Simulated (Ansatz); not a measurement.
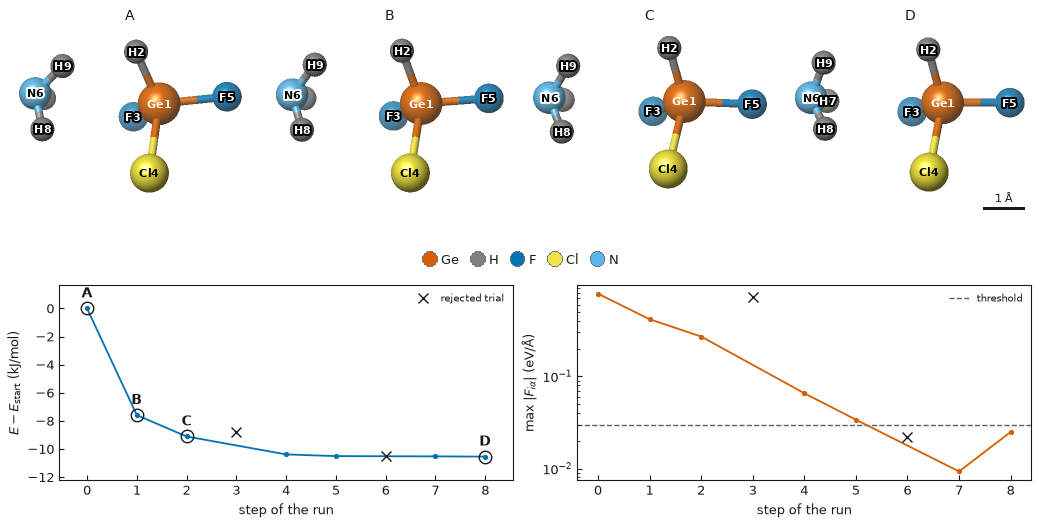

Frames of a relaxation of GeNH$_{4}$ClF$_{2}$, marked on the history of the run. The picture is a ball-and-stick view, seen from a free direction.

The run prepares an end point of a later path (reaction) calculation, from a guessed geometry.

All numbers below come from RKS r2SCAN/def2-SVP in Ansatz.

The input:
```yaml
crystal:
  periodic: [false, false, false]
  atoms:
    - { symbol: Ge, position_ang: [-0.160059, -0.105805, -0.032879] }
    - { symbol: H, position_ang: [-0.267245, -0.050517, 1.499885] }
    - { symbol: F, position_ang: [1.478773, -0.03984, -0.566054] }
    - { symbol: Cl, position_ang: [-1.28612, 1.380373, -1.062937] }
    - { symbol: F, position_ang: [-0.714514, -1.631611, -0.610262] }
    - { symbol: "N", position_ang: [1.101638, 2.319981, 1.452463] }
    - { symbol: H, position_ang: [1.845619, 1.829065, 0.956936] }
    - { symbol: H, position_ang: [0.52489, 2.783242, 0.751451] }
    - { symbol: H, position_ang: [0.511818, 1.601113, 1.909196] }
basis:
  gaussian: { orbitals: def2-SVP }
hamiltonian:
  xc: r2scan
relax:
  f_tol: 0.03
  max_steps: 50
```

Launched with:
```bash
ansatz run input.yaml --threads 4 --pin off --max-ram 5120MiB --backend cpu --events-out ev --progress --plain --runs-dir out
```

> What happens along the run?

The atom that moves furthest after the best rigid fit is H9 (0.48 Å). Largest moves by element: H 0.48 Å, F 0.19 Å, N 0.16 Å, Ge 0.09 Å, Cl 0.03 Å. Among the contacts that change: Ge1–H2 1.538 → 1.517 Å, N6–H9 1.036 → 1.018 Å. The energy falls by 10.5 kJ/mol in 6 accepted moves (8 points after the start). Largest force component: 0.79 eV/Å at the start, 0.025 eV/Å at the end. The line search rejected the trial steps at points 3, 6 of the run. From step 0 to 1: H9 moves most (0.20 Å), energy −7.58 kJ/mol. From step 1 to 2: H2 moves most (0.20 Å), energy −1.52 kJ/mol. From step 2 to 8: H9 moves most (0.15 Å), energy −1.43 kJ/mol.
